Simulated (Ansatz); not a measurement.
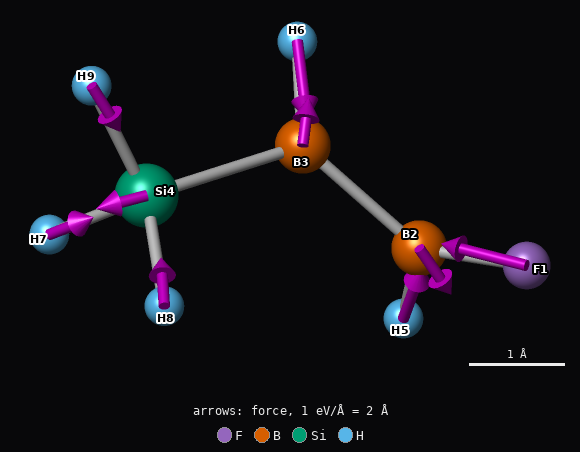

Starting geometry of B2SiH5F with the computed forces as purple arrows. The picture is a ball-and-stick view, seen at a tilt.

The start comes from PBE-D4/def2-SVP.

Level of theory: Ansatz 0.2.0, RKS PBE0-D4/def2-TZVP.

Input file:
```yaml
crystal:
  periodic: [false, false, false]
  atoms:
    - {symbol: F, position_ang: [1.545647, 1.123357, -2.066545]}
    - {symbol: B, position_ang: [0.518732, 0.353299, -1.693420]}
    - {symbol: B, position_ang: [-0.452586, 0.549510, -0.349988]}
    - {symbol: Si, position_ang: [-0.104612, -0.420686, 1.390659]}
    - {symbol: H, position_ang: [0.290959, -0.629455, -2.404834]}
    - {symbol: H, position_ang: [-1.524038, 1.129358, -0.412328]}
    - {symbol: H, position_ang: [-0.934643, -1.684303, 1.314346]}
    - {symbol: H, position_ang: [1.326946, -0.830292, 1.617044]}
    - {symbol: H, position_ang: [-0.577805, 0.362912, 2.587966]}
basis:
  gaussian: {orbitals: def2-TZVP}
hamiltonian: {xc: pbe0, dispersion: d4}
relax: {f_tol: 0.005, max_steps: 150}
```

Launched with:
```bash
ansatz run in.yaml --threads 2 --pin off --events-out ev --progress --plain --max-ram 4352MiB
```

**What follows when this structure is relaxed?**

It isn't relaxed: the largest force vector, on F1, is 0.52 eV/Å. The final displacements have little in common with the starting forces (cosine between the two patterns 0.17). The largest moves after the best rigid fit, 0.66 Å, are those of H7 and H9. By element the largest moves are H 0.66 Å, F 0.42 Å, B 0.25 Å, Si 0.10 Å. Among the contacts that change: Si4–H7 1.514 → 1.489 Å, B2–H5 1.234 → 1.210 Å, B3–H6 1.220 → 1.199 Å, B3–Si4 2.023 → 2.013 Å. Among the angles between lasting bonds that change: B3–Si4–H9 112.3° → 104.9°, B3–Si4–H7 105.2° → 112.1°, F1–B2–B3 127.2° → 124.3°. Groups turn about B3–Si4 by about 35°. Over 29 accepted moves (34 points after the start) the energy falls by 0.75 kcal/mol. Largest force component: 0.42 eV/Å at the start, 0.0032 eV/Å at the end. The line search rejected the trial steps at points 2, 6, 16, 22, 28 of the run. The run took 110 s on 2 threads of Arm Neoverse V1, on a shared host.
